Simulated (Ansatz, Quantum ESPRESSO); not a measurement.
# Band edges of honeycomb PAs, 1 layer under strain, part 2 of 2

Aim: band edges, gap and stiffness of honeycomb PAs, 1 layer under biaxial strain.

Quantum ESPRESSO 7.5; plane-wave DFT, PBE, GBRV ultrasoft pseudopotentials; geometry by Ansatz 0.2.0 with PAW datasets.

So far: Starting point; Geometry from Ansatz.

## (3) Running the series

Under ESM bc1 levels count from the vacuum, or from the mean of the two vacuum levels where the sheet has a dipole, so band edges at unlike strains can be compared.

Level of this step: plane-wave DFT, PBE, GBRV ultrasoft pseudopotentials (Quantum ESPRESSO 7.5).

run.py

```python
import json
import numpy as np
from ase import Atoms
from ase.calculators.espresso import Espresso, EspressoProfile

profile = EspressoProfile(command='mpirun -n 2 pw.x -nk 2', pseudo_dir='../pseudo')
pseudopotentials = {'As': 'as_pbe_v1.uspp.F.UPF', 'P': 'p_pbe_v1.5.uspp.F.UPF'}
system = {'ecutwfc': 40, 'ecutrho': 200, 'occupations': 'smearing', 'smearing': 'fd', 'degauss': 0.002}


def calculator(name, kpts, **extra):
    data = dict(control=dict(tprnfor=True, verbosity='high', disk_io='none'),
                system=system | extra,
                electrons=dict(conv_thr=1e-09, mixing_beta=0.4, mixing_mode='plain',
                               electron_maxstep=100))
    return Espresso(profile=profile, directory=name, pseudopotentials=pseudopotentials, kpts=kpts, input_data=data)


def centre(atoms):
    z = atoms.positions[:, 2]
    atoms.positions[:, 2] -= (z.max() + z.min()) / 2  # ESM wants the slab about z = 0
    return atoms

sheet = Atoms(
    ['As', 'P'],
    scaled_positions=[
        [0.6666666667, 0.3333333333, 0.4595978515],
        [0.3333333333, 0.6666666667, 0.5404021485]],
    cell=[
        [3.453959586075, 0.000000000000, 0.000000000000],
        [-1.726979793038, 2.991216745186, 0.000000000000],
        [0.000000000000, 0.000000000000, 16.320000000000]],
    pbc=True)

rows = []
for strain in [-0.03, -0.015, 0.0, 0.015, 0.03]:
    atoms = sheet.copy()
    atoms.set_cell(sheet.cell.array * [[1 + strain], [1 + strain], [1]], scale_atoms=True)
    atoms = centre(atoms)
    atoms.calc = calculator(f's{strain:+.3f}', (12, 12, 1), assume_isolated='esm', esm_bc='bc1', nbnd=9)
    energy = atoms.get_potential_energy()
    levels = np.array([atoms.calc.get_eigenvalues(kpt=i) for i in range(len(atoms.calc.get_ibz_k_points()))])
    top, bottom = levels[:, 4].max(), levels[:, 5].min()
    direct = (levels[:, 5] - levels[:, 4]).min()
    rows.append([strain, energy, top, bottom, direct])
    print(f'strain {strain:+.3f}: E = {energy:.5f} eV, valence top {top:.3f}, conduction bottom {bottom:.3f}, '
          f'gap {bottom - top:.3f}, least direct gap {direct:.3f} eV')

x, energy, top, bottom, direct = np.array(rows).T
area = np.linalg.norm(np.cross(*sheet.cell[:2]))
stiffness = np.polyfit(x, energy, 2)[0] / area * 16.0218  # C11 + C12, heights clamped
print(f'valence and conduction edges move by {np.polyfit(x, top, 1)[0]:.2f} and {np.polyfit(x, bottom, 1)[0]:.2f} eV per unit biaxial strain')
print(f'C11 + C12 with clamped heights: {stiffness:.1f} N/m')
json.dump(dict(rows=rows, stiffness=stiffness), open('result.json', 'w'))
```

Command:

```bash
$ OMP_NUM_THREADS=1 python run.py
```

Log:

```text
strain -0.030: E = -758.88000 eV, valence top -5.564, conduction bottom -3.906, gap 1.658, least direct gap 2.381 eV
strain -0.015: E = -758.92212 eV, valence top -5.697, conduction bottom -3.937, gap 1.760, least direct gap 2.313 eV
strain +0.000: E = -758.93764 eV, valence top -5.812, conduction bottom -3.963, gap 1.849, least direct gap 2.204 eV
strain +0.015: E = -758.92951 eV, valence top -5.898, conduction bottom -3.986, gap 1.912, least direct gap 2.109 eV
strain +0.030: E = -758.90040 eV, valence top -5.851, conduction bottom -4.007, gap 1.844, least direct gap 2.026 eV
valence and conduction edges move by -5.17 and -1.68 eV per unit biaxial strain
C11 + C12 with clamped heights: 81.8 N/m
```

Run time: 1.9 min. Hardware: 2 MPI ranks of Arm Neoverse V2, shared host; peak memory 0.35 GiB; 3.7 min of CPU time.

The input that ASE wrote for the first run, and its log:

```
&CONTROL
   verbosity        = 'high'
   tprnfor          = .true.
   disk_io          = 'none'
   pseudo_dir       = '../pseudo'
/
&SYSTEM
   nbnd             = 9
   ecutwfc          = 40
   ecutrho          = 200
   occupations      = 'smearing'
   degauss          = 0.002
   smearing         = 'fd'
   assume_isolated  = 'esm'
   esm_bc           = 'bc1'
   ntyp             = 2
   nat              = 2
   ibrav            = 0
/
&ELECTRONS
   electron_maxstep = 100
   conv_thr         = 1e-09
   mixing_mode      = 'plain'
   mixing_beta      = 0.4
/
&IONS
/
&CELL
/
&FCP
/
&RISM
/
ATOMIC_SPECIES
As 74.921595 as_pbe_v1.uspp.F.UPF
P 30.973761998 p_pbe_v1.5.uspp.F.UPF

K_POINTS automatic
12 12 1  0 0 0

CELL_PARAMETERS angstrom
3.35034079849275 0.00000000000000 0.00000000000000
-1.67517039924686 2.90148024283042 0.00000000000000
0.00000000000000 0.00000000000000 16.32000000000000

ATOMIC_POSITIONS angstrom
As 1.6751703994 0.9671600808 -0.6593630635  
P -0.0000000002 1.9343201620 0.6593630635
```

```text
Program PWSCF v.7.5 starts
[citation notice left out]

     Parallel version (MPI & OpenMP), running on       2 processor cores
     Number of MPI processes:                 2
     Threads/MPI process:                     1

     MPI processes distributed on     1 nodes
[... 1 line left out ...]

Warning: card &CELL ignored
Warning: card &FCP ignored
Warning: card &RISM ignored

     Current dimensions of program PWSCF are:
     Max number of different atomic species (ntypx) = 10
     Max number of k-points (npk) =  40000
     Max angular momentum in pseudopotentials (lmaxx) =  4
     Message from routine setup:
     using ibrav=0 with symmetry is DISCOURAGED, use correct ibrav instead

     K-points division:     npool     =       2
     Subspace diagonalization in iterative solution of the eigenvalue problem:
     a serial algorithm will be used

     G-vector sticks info
     --------------------
     sticks:   dense  smooth     PW     G-vecs:    dense   smooth      PW
     Sum         559     439    139                51193    36659    6075

     Using Slab Decomposition

     bravais-lattice index     =            0
     lattice parameter (alat)  =       6.3312  a.u.
     unit-cell volume          =    1070.5954 (a.u.)^3
     number of atoms/cell      =            2
     number of atomic types    =            2
     number of electrons       =        10.00
     number of Kohn-Sham states=            9
     kinetic-energy cutoff     =      40.0000  Ry
     charge density cutoff     =     200.0000  Ry
     scf convergence threshold =      1.0E-09
     mixing beta               =       0.4000
     number of iterations used =            8  plain     mixing
     Exchange-correlation=  SLA  PW   PBX  PBC
                           (   1   4   3   4   0   0   0)

     Effective Screening Medium Method
     =================================
     Boundary Conditions: Vacuum-Slab-Vacuum
     total charge in unit cell        =   0.0000
     grid points for fit at edges     =        4

[... 10 lines left out ...]
     PseudoPot. # 1 for As read from file:
     ../pseudo/as_pbe_v1.uspp.F.UPF
     Pseudo is Ultrasoft + core correction, Zval =  5.0
     Generated by new atomic code, or converted to UPF format
     Using radial grid of  875 points,  6 beta functions with:
                l(1) =   0
                l(2) =   0
                l(3) =   1
                l(4) =   1
                l(5) =   2
                l(6) =   2
     Q(r) pseudized with  8 coefficients,  rinner =    1.300   1.300   1.300
                                                       1.300   1.300

     PseudoPot. # 2 for P  read from file:
     ../pseudo/p_pbe_v1.5.uspp.F.UPF
     Pseudo is Ultrasoft + core correction, Zval =  5.0
     Generated by new atomic code, or converted to UPF format
     Using radial grid of  903 points,  6 beta functions with:
                l(1) =   0
[... 427 lines left out ...]
------------------
[... 1 line left out ...]

     negative rho (up, down):  1.743E-04 0.000E+00

[... 1 line left out ...]

     total energy              =     -55.77665636 Ry
     estimated scf accuracy    <          2.7E-09 Ry

     iteration # 18     ecut=    40.00 Ry     beta= 0.40
[... 1 line left out ...]

---- Real-time Memory Report at c_bands before calling an iterative solver
           161 MiB given to the printing process from OS
            68 MiB allocation reported by mallinfo(arena+hblkhd)
[... 1 line left out ...]
------------------
[... 1 line left out ...]

     negative rho (up, down):  1.743E-04 0.000E+00

[... 1 line left out ...]

     End of self-consistent calculation

          k = 0.0000 0.0000 0.0000 (  4599 PWs)   bands (ev):

   -19.9810 -12.6296  -6.4204  -5.5640  -5.5640  -2.3703  -1.7045  -1.7045
    -0.7508

     occupation numbers
     1.0000   1.0000   1.0000   1.0000   1.0000   0.0000   0.0000   0.0000
     0.0000

[... 108 lines left out ...]

     the Fermi energy is    -4.6749 ev

!    total energy              =     -55.77665636 Ry
     estimated scf accuracy    <          4.5E-10 Ry
     smearing contrib. (-TS)   =      -0.00000000 Ry
     internal energy E=F+TS    =     -55.77665636 Ry

     The total energy is F=E-TS. E is the sum of the following terms:
     one-electron contribution =      76.07735264 Ry
     hartree contribution      =     -37.35761105 Ry
     xc contribution           =     -37.45534317 Ry
     ewald contribution        =     -57.04105478 Ry

     convergence has been achieved in  18 iterations

     negative rho (up, down):  1.743E-04 0.000E+00

     Forces acting on atoms (cartesian axes, Ry/au):

     atom    1 type  1   force =     0.00000000    0.00000000   -0.01946593
     atom    2 type  2   force =     0.00000000   -0.00000000    0.01946957
     The non-local contrib.  to forces
     atom    1 type  1   force =     0.00000000   -0.00000000   -0.50267637
     atom    2 type  2   force =     0.00000000    0.00000000   -0.34039843
     The ionic contribution  to forces
     atom    1 type  1   force =    -0.00000000    0.00000000   -7.76718214
     atom    2 type  2   force =     0.00000000   -0.00000000    7.76718214
     The local contribution  to forces
     atom    1 type  1   force =    -0.00000000    0.00000000    8.30169966
     atom    2 type  2   force =     0.00000000   -0.00000000   -7.42702892
     The core correction contribution to forces
     atom    1 type  1   force =     0.00000000   -0.00000000   -0.05129429
     atom    2 type  2   force =    -0.00000000    0.00000000    0.01968050
     The Hubbard contrib.    to forces
     atom    1 type  1   force =     0.00000000    0.00000000    0.00000000
     atom    2 type  2   force =     0.00000000    0.00000000    0.00000000
     The SCF correction term to forces
     atom    1 type  1   force =     0.00000000   -0.00000000   -0.00001280
     atom    2 type  2   force =    -0.00000000    0.00000000    0.00003428

     Total force =     0.027532     Total SCF correction =     0.000037
     Message from routine punch:
     Nothing written, as per user request (disk_io='none')

[... 1 line left out ...]

[... 1 line left out ...]

[... 1 line left out ...]

[... 3 lines left out ...]

[... 1 line left out ...]

[... 2 lines left out ...]

[... 1 line left out ...]

[... 1 line left out ...]

=------------------------------------------------------------------------------=
   JOB DONE.
=------------------------------------------------------------------------------=
```

Numbers from this step:

```
biaxial stiffness : 81.77 N/m
```

Table of band edge from the vacuum level by biaxial strain:

| biaxial strain (%) | valence top (eV) | conduction bottom (eV) |
| --- | --- | --- |
| -3.00 | -5.56 | -3.91 |
| -1.50 | -5.70 | -3.94 |
| 0.00 | -5.81 | -3.96 |
| 1.50 | -5.90 | -3.99 |
| 3.00 | -5.85 | -4.01 |

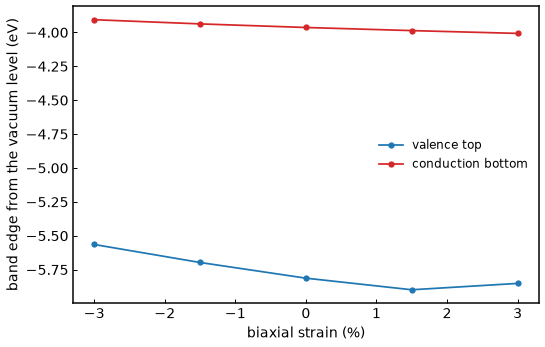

Band edge from the vacuum level against biaxial strain.

Table of gap by biaxial strain:

| biaxial strain (%) | on the mesh (eV) | least direct (eV) |
| --- | --- | --- |
| -3.00 | 1.66 | 2.38 |
| -1.50 | 1.76 | 2.31 |
| 0.00 | 1.85 | 2.20 |
| 1.50 | 1.91 | 2.11 |
| 3.00 | 1.84 | 2.03 |

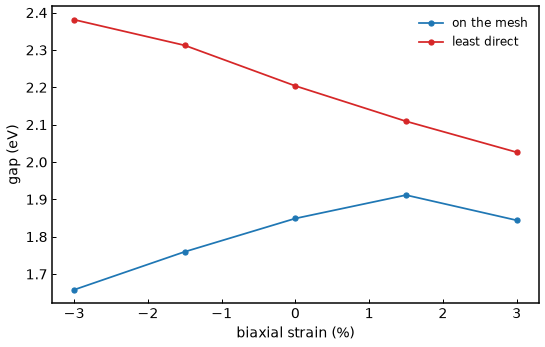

Gap, plotted against biaxial strain.

Energy over the lowest against biaxial strain:

| biaxial strain (%) | energy over the lowest (meV) |
| --- | --- |
| -3.00 | 57.6 |
| -1.50 | 15.5 |
| 0.00 | 0 |
| 1.50 | 8.13 |
| 3.00 | 37.2 |

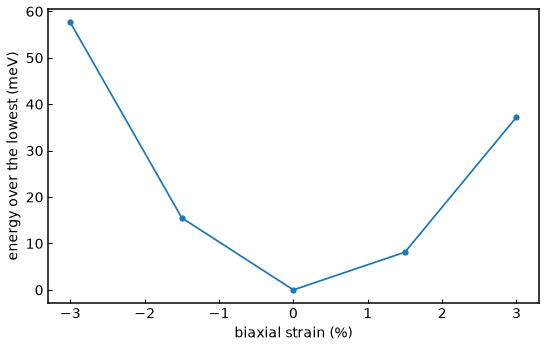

Energy over the lowest against biaxial strain.

## (4) The script: LDA, GBRV ultrasoft

Level of this step: plane-wave DFT, LDA, GBRV ultrasoft pseudopotentials (Quantum ESPRESSO 7.5).

run.py is the input of step 3 with these lines changed:

```diff
@@ -6,3 +6,3 @@
 profile = EspressoProfile(command='mpirun -n 2 pw.x -nk 2', pseudo_dir='../pseudo')
-pseudopotentials = {'As': 'as_pbe_v1.uspp.F.UPF', 'P': 'p_pbe_v1.5.uspp.F.UPF'}
+pseudopotentials = {'As': 'as_lda_v1.uspp.F.UPF', 'P': 'p_lda_v1.5.uspp.F.UPF'}
 system = {'ecutwfc': 40, 'ecutrho': 200, 'occupations': 'smearing', 'smearing': 'fd', 'degauss': 0.002}
```

Command:

```bash
$ OMP_NUM_THREADS=1 python run.py
```

Log:

```text
strain -0.030: E = -752.92045 eV, valence top -5.785, conduction bottom -4.224, gap 1.561, least direct gap 2.273 eV
strain -0.015: E = -752.92323 eV, valence top -5.915, conduction bottom -4.255, gap 1.660, least direct gap 2.210 eV
strain +0.000: E = -752.90105 eV, valence top -6.028, conduction bottom -4.281, gap 1.747, least direct gap 2.098 eV
strain +0.015: E = -752.85693 eV, valence top -6.111, conduction bottom -4.302, gap 1.809, least direct gap 2.001 eV
strain +0.030: E = -752.79334 eV, valence top -6.060, conduction bottom -4.320, gap 1.740, least direct gap 1.916 eV
valence and conduction edges move by -4.98 and -1.59 eV per unit biaxial strain
C11 + C12 with clamped heights: 76.1 N/m
```

The job ended after 1.7 min (2 MPI ranks; peak memory 0.33 GiB; 3.4 min of CPU time).

Read from the output:

* biaxial stiffness: 76.15 N/m

Table of band edge from the vacuum level by biaxial strain:

| biaxial strain (%) | valence top (eV) | conduction bottom (eV) |
| --- | --- | --- |
| -3.00 | -5.79 | -4.22 |
| -1.50 | -5.91 | -4.25 |
| 0.00 | -6.03 | -4.28 |
| 1.50 | -6.11 | -4.30 |
| 3.00 | -6.06 | -4.32 |

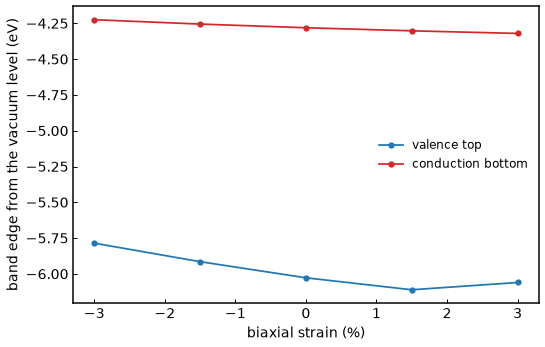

Band edge from the vacuum level, plotted against biaxial strain.

The gap by biaxial strain:

| biaxial strain (%) | on the mesh (eV) | least direct (eV) |
| --- | --- | --- |
| -3.00 | 1.56 | 2.27 |
| -1.50 | 1.66 | 2.21 |
| 0.00 | 1.75 | 2.10 |
| 1.50 | 1.81 | 2.00 |
| 3.00 | 1.74 | 1.92 |

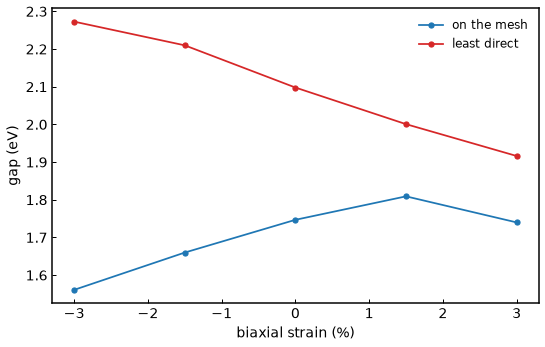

Gap against biaxial strain.

The energy over the lowest by biaxial strain:

| biaxial strain (%) | energy over the lowest (meV) |
| --- | --- |
| -3.00 | 2.78 |
| -1.50 | 0 |
| 0.00 | 22.2 |
| 1.50 | 66.3 |
| 3.00 | 130 |

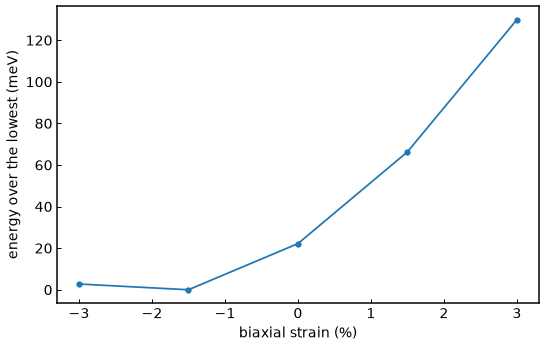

Energy over the lowest against biaxial strain.

## (5) The script, with ecutwcf = 40

Another try, with an input changed as a hurried user might.

Level of this step: plane-wave DFT, PBE, GBRV ultrasoft pseudopotentials (Quantum ESPRESSO 7.5).

run.py is the input of step 3 with these lines changed:

```diff
@@ -7,3 +7,3 @@
 pseudopotentials = {'As': 'as_pbe_v1.uspp.F.UPF', 'P': 'p_pbe_v1.5.uspp.F.UPF'}
-system = {'ecutwfc': 40, 'ecutrho': 200, 'occupations': 'smearing', 'smearing': 'fd', 'degauss': 0.002}
+system = {'ecutwfc': 40, 'ecutrho': 200, 'occupations': 'smearing', 'smearing': 'fd', 'degauss': 0.002, 'ecutwcf': 40}
 
@@ -14,3 +14,3 @@
                 electrons=dict(conv_thr=1e-09, mixing_beta=0.4, mixing_mode='plain',
-                               electron_maxstep=100))
+                               electron_maxstep=60))
     return Espresso(profile=profile, directory=name, pseudopotentials=pseudopotentials, kpts=kpts, input_data=data)
@@ -35,3 +35,3 @@
 rows = []
-for strain in [-0.03, -0.015, 0.0, 0.015, 0.03]:
+for strain in [-0.03, -0.015, 0.0]:
     atoms = sheet.copy()
```

Command:

```bash
$ OMP_NUM_THREADS=1 python run.py
```

Log:

```text
subprocess.CalledProcessError: the calculator's command failed
```

Run time: 1 s. Hardware: 2 MPI ranks; peak memory 0.16 GiB.

The input that ASE wrote for the run that failed, and its log:

```
&CONTROL
   verbosity        = 'high'
   tprnfor          = .true.
   disk_io          = 'none'
   pseudo_dir       = '../pseudo'
/
&SYSTEM
   nbnd             = 9
   ecutwfc          = 40
   ecutrho          = 200
   occupations      = 'smearing'
   degauss          = 0.002
   smearing         = 'fd'
   assume_isolated  = 'esm'
   esm_bc           = 'bc1'
   ecutwcf          = 40
   ntyp             = 2
   nat              = 2
   ibrav            = 0
/
&ELECTRONS
   electron_maxstep = 60
   conv_thr         = 1e-09
   mixing_mode      = 'plain'
   mixing_beta      = 0.4
/
&IONS
/
&CELL
/
&FCP
/
&RISM
/
ATOMIC_SPECIES
As 74.921595 as_pbe_v1.uspp.F.UPF
P 30.973761998 p_pbe_v1.5.uspp.F.UPF

K_POINTS automatic
12 12 1  0 0 0

CELL_PARAMETERS angstrom
3.35034079849275 0.00000000000000 0.00000000000000
-1.67517039924686 2.90148024283042 0.00000000000000
0.00000000000000 0.00000000000000 16.32000000000000

ATOMIC_POSITIONS angstrom
As 1.6751703994 0.9671600808 -0.6593630635  
P -0.0000000002 1.9343201620 0.6593630635
```

```text
Program PWSCF v.7.5 starts
[citation notice left out]

     Parallel version (MPI & OpenMP), running on       2 processor cores
     Number of MPI processes:                 2
     Threads/MPI process:                     1

     MPI processes distributed on     1 nodes
[... 1 line left out ...]

 %%%%%%%%%%%%%%%%%%%%%%%%%%%%%%%%%%%%%%%%%%%%%%%%%%%%%%%%%%%%%%%%%%%%%%%%%%%%%%
     Error in routine  read_namelists (1):
      bad line in namelist &system: "   ecutwcf          = 40" (error could be in the previous line)
 %%%%%%%%%%%%%%%%%%%%%%%%%%%%%%%%%%%%%%%%%%%%%%%%%%%%%%%%%%%%%%%%%%%%%%%%%%%%%%

     stopping ...
```

The input was rejected at the start.

A key was misspelt on purpose.

The namelist reader stops at a key that the namelist doesn't hold; the line has to be put right or, where the proper key already stands in the input, deleted.

## (6) The arithmetic

Under equal strain ε in the plane, E = A (C11 + C12) ε². From the points at ±1.5 %: d²E/dε² = (15.51 + 8.13 − 2 × 0.00) meV / 0.015² = 105 eV, and 105/(2 × 10.332 Å²) × 16.02 = 81 N/m.

## (7) What came out

- C11 + C12, heights clamped, PBE, GBRV ultrasoft: 82 N/m
- gap on the mesh at zero strain, PBE, GBRV ultrasoft: 1.85 eV
- valence top below the mean of the two vacuum levels at zero strain, PBE, GBRV ultrasoft: 5.81 eV
- shift of the conduction bottom per unit biaxial strain, PBE, GBRV ultrasoft: -1.7 eV
- C11 + C12, heights clamped, LDA, GBRV ultrasoft: 76 N/m
- gap on the mesh at zero strain, LDA, GBRV ultrasoft: 1.75 eV
- valence top below the mean of the two vacuum levels at zero strain, LDA, GBRV ultrasoft: 6.03 eV
- shift of the conduction bottom per unit biaxial strain, LDA, GBRV ultrasoft: -1.6 eV

The sheet's biaxial stiffness comes to 82 N/m and its gap at zero strain to 1.85 eV (PBE, GBRV ultrasoft). From −3 % to +3 % the gap on the mesh goes from 1.66 to 1.84 eV, through a peak of 1.91 eV; it is indirect at every strain. The valence top bends along the series, so the script's straight-line slope describes it poorly. Heights are clamped under strain, which makes a sheet with several atomic planes too stiff. Zero strain is the PBE cell; under LDA the energy is lowest near -2.2 %, so its stiffness is taken away from its own minimum. Semilocal gaps are too small. The sheet carries a dipole, so the two faces have unlike vacuum levels and the zero lies between them. Spin-orbit coupling is left out; depending on the atoms that carry the levels of interest, it can split and shift them by tens to hundreds of meV.

[Logs are printed without paths, hosts, clocks, repeated set-up lines and the standing remarks that a program may print on its own settings, such as how far it seeks lower states.]

[Hosts, paths, dates, database ids (printed as entryN), source tags and the programs' standing remarks are cut or masked in the printed files.]

[Maps of the electrostatic potential energy from Ansatz leave out the sawtooth potential of an applied field or a dipole correction, so their vacuum need not be flat; planar profiles and work functions include it.]
